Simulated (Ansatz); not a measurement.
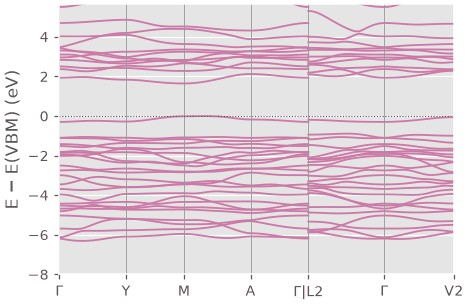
Figure. Band structure from r²SCAN+D4 (plane waves, PAW; program Ansatz)

**Question.** Read off the gap and where the band edges lie.

**Answer.** About 1.6 eV (1.65 eV by a search for the band edges); maximum on the M–A line, 31 % of the way from M, minimum at M.

The material is NbS2Br2 in space group C2/m (No. 12; Nb on 4g, S on 4i, S on 4i, Br on 8j).

The first step of the workflow began from a Materials Project structure, measured or hypothetical; the Crystallography Open Database copy checked does not list it. Whether it is the stable phase at ambient conditions was not checked. The r²SCAN+D4 relaxation kept the symmetry of its start; whether a distortion lowers the energy is not shown. No spin polarisation was allowed. Scalar-relativistic: spin–orbit coupling is off unless named, which matters more the heavier the elements.

Potentials: the later of the program's two PAW sets.
